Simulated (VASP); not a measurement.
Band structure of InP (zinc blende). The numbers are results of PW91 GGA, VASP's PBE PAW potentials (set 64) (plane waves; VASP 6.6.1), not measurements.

Unless said otherwise, spin-orbit coupling is left out, though it shifts the bands of the heavy elements here.

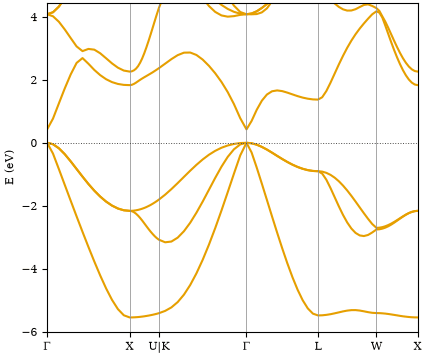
Fig. 1. Bands along high-symmetry lines, zero at the valence-band maximum or, without a gap, the Fermi level

### Question
Read the plot: is there a gap, and where are the band edges?

### Answer
The gap is direct, 0.43 eV, from the valence maximum at Γ to the conduction minimum at Γ. (Edges off the drawn lines would not show.)

Measured: gap 1.47 eV (computed value off by -1.04 eV), as given by Wei Chen et al., Physical Review Materials (2018), doi:10.1103/physrevmaterials.2.073803 [zero-point renormalisation of 0.05 eV added back (the table's ZPR column)].

The compound is InP in the zinc blende structure. It was relaxed first.
